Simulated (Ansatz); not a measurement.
# revPBE/STO-3G run of HNO (nitroxyl)

What is the electronic atomisation energy of HNO (nitroxyl) at revPBE/STO-3G? 

The calculation is run with Ansatz 0.2.0.

50 further runs of the same task are left out: 1 that didn't finish, 49 set aside as unsound or not needed.

**1. Starting point**

HNO has 3 atoms, charge 0, and is taken as a singlet. SMILES: `N=O`. The shape is that of a PBE0-D4/def2-TZVP optimisation.

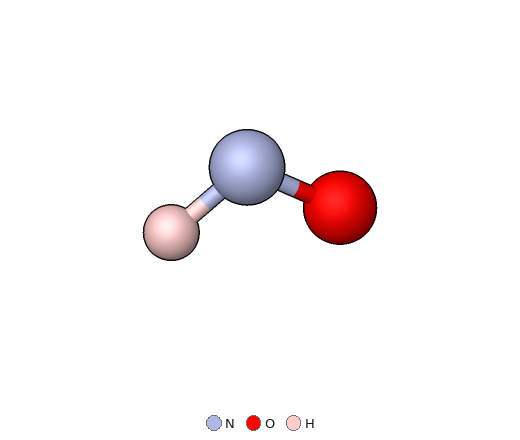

Viewed from a chosen angle; nitrogen light blue, oxygen red, hydrogen pink.

**2. A single-point energy at revPBE/STO-3G**

The input, job.yaml:

```yaml
crystal:
  periodic: [false, false, false]
  atoms:
    - {symbol: "N", position_ang: [-0.283700, 0.312790, -0.117160]}
    - {symbol: O, position_ang: [0.755300, 0.397200, 0.456500]}
    - {symbol: H, position_ang: [-0.471600, -0.709980, -0.339350]}
basis:
  gaussian: {orbitals: STO-3G}
magnetization: {spin_polarized: false, initial_magnetization: 0}
hamiltonian: {xc: {name: revPBE}}
accuracy: high
```

Started as:

```
ansatz run job.yaml --threads 1 --pin off --max-ram 3480MiB --events-out events.jsonl --progress --plain --runs-dir runs
```

The log of the run:

```text
Warning: RAYON_NUM_THREADS=1 ignored (pool sized by the plan → 1); use --threads N
Functional definition: revPBE
  name "revPBE"
  parameter kappa = 1.245
  parameter beta = 0.06672455060314922
  exchange = pbe_x(kappa = kappa, mu = beta*pi^2/3)
  correlation = pbe_c(beta = beta)
168 factors; integrals over basis functions are off by at most 3.7e-8 eV
mean field evaluation 1: about -3501.2425 eV, gradient 6.8e0 eV
mean field evaluation 2: about -3501.3773 eV, gradient 3.7e0 eV
mean field evaluation 4: about -3501.4116 eV, gradient 1.4e-1 eV
mean field evaluation 8: about -3501.3739 eV, gradient 2.5e-3 eV
mean field evaluation 16: about -3501.3739 eV, gradient 1.6e-8 eV
mean field -3501.37389032 eV, -128.6731171529 hartree, gradient 5.3e-8 eV, S^2 0.000000; 0 other end points of the search recorded, 0 dependent functions left out
reference -3501.37389165 eV, -128.6731172016 hartree; 8, 8 occupied and 3, 3 virtual orbitals, 168 factors
Total energy: -3501.37389165 eV, -128.6731172016 hartree
```

Wall time 0.38 s (1 thread of AMD EPYC 7R43 (Zen 3), shared host).

**3. The H atom, same level**

The input, in.yaml:

```yaml
basis:
  gaussian:
    orbitals: STO-3G
crystal:
  periodic: [false, false, false]
  atoms:
    - {symbol: H, position_ang: [0.000000, 0.000000, 0.000000]}
magnetization:
  spin_polarized: true
  initial_magnetization: 1
hamiltonian:
  xc: {name: revPBE}
accuracy: high
```

Started as:

```
ansatz run in.yaml --threads 1 --pin off --max-ram 3480MiB --events-out events.jsonl --progress --plain --runs-dir runs
```

The log of the run (excerpt; [...] marks lines left out):

```text
Warning: RAYON_NUM_THREADS=1 ignored (pool sized by the plan → 1); use --threads N
[... 6 set-up lines as earlier in the session ...]
1 factors; integrals over basis functions are off by at most 4.6e-10 eV
mean field evaluation 1: about -12.7921 eV, gradient 0.0e0 eV
mean field evaluation 2: about -12.7921 eV, gradient 0.0e0 eV
mean field -12.79208501 eV, -0.4701004535 hartree, gradient 0.0e0 eV, S^2 0.750000; 0 other end points of the search recorded, 0 dependent functions left out
reference -12.79208638 eV, -0.4701005037 hartree; 1, 0 occupied and 0, 1 virtual orbitals, 1 factors
Total energy: -12.79208638 eV, -0.4701005037 hartree
```

Wall time 0.08 s (1 thread of AMD EPYC 7R43 (Zen 3), shared host).

**4. The N atom**

The input, in.yaml:

```yaml
crystal:
  periodic: [false, false, false]
  atoms:
    - {symbol: N, position_ang: [0.000000, 0.000000, 0.000000]}
basis:
  gaussian:
    orbitals: STO-3G
magnetization:
  spin_polarized: true
  initial_magnetization: 3
hamiltonian:
  xc: {name: revPBE}
accuracy: high
```

Run the same way, it converges to -53.87487 Eh (log not shown).

**5. The O atom, same level**

The input, input.yaml:

```yaml
crystal:
  periodic: [false, false, false]
  atoms:
    - symbol: O
      position_ang: [0.000000, 0.000000, 0.000000]
basis:
  gaussian: {orbitals: STO-3G}
magnetization: {spin_polarized: true, initial_magnetization: 2}
hamiltonian: {xc: {name: revPBE}}
accuracy: high
```

Started as:

```
ansatz run input.yaml --threads 1 --pin off --max-ram 3480MiB --events-out events.jsonl --progress --plain --runs-dir runs
```

The log of the run (excerpt; [...] marks lines left out):

```text
Warning: RAYON_NUM_THREADS=1 ignored (pool sized by the plan → 1); use --threads N
[... 6 set-up lines as earlier in the session ...]
15 factors; integrals over basis functions are off by at most 1.1e-9 eV
mean field evaluation 1: about -2014.1042 eV, gradient 4.8e-12 eV
mean field evaluation 2: about -2014.1049 eV, gradient 2.3e-11 eV
mean field evaluation 4: about -2014.1039 eV, gradient 0.0e0 eV
mean field evaluation 8: about -2014.1047 eV, gradient 2.9e-2 eV
mean field -2014.10487446 eV, -74.0169889270 hartree, gradient 0.0e0 eV, S^2 2.000000; 2 other end points of the search recorded, 0 dependent functions left out
reference -2014.10487505 eV, -74.0169889489 hartree; 5, 3 occupied and 0, 2 virtual orbitals, 15 factors
Total energy: -2014.10487505 eV, -74.0169889489 hartree
```

Wall time 0.22 s (1 thread of AMD EPYC 7R43 (Zen 3), shared host).

**6. Summary of results**

Level: revPBE/STO-3G.

| quantity | value |
| --- | --- |
| molecule: total energy | -128.67312 Eh |
| H atom: total energy | -0.47010 Eh |
| H atom: ⟨S²⟩ | 0.750 |
| N atom: total energy | -53.87487 Eh |
| N atom: ⟨S²⟩ | 3.750 |
| O atom: total energy | -74.01699 Eh |
| O atom: ⟨S²⟩ | 2.000 |
| electronic atomisation energy | 8.467 eV |

Taking the molecule apart into free atoms costs 8.47 eV (817 kJ/mol), before zero-point energy and without spin-orbit coupling. In a minimal basis such a difference can be off by several eV, whatever the method.
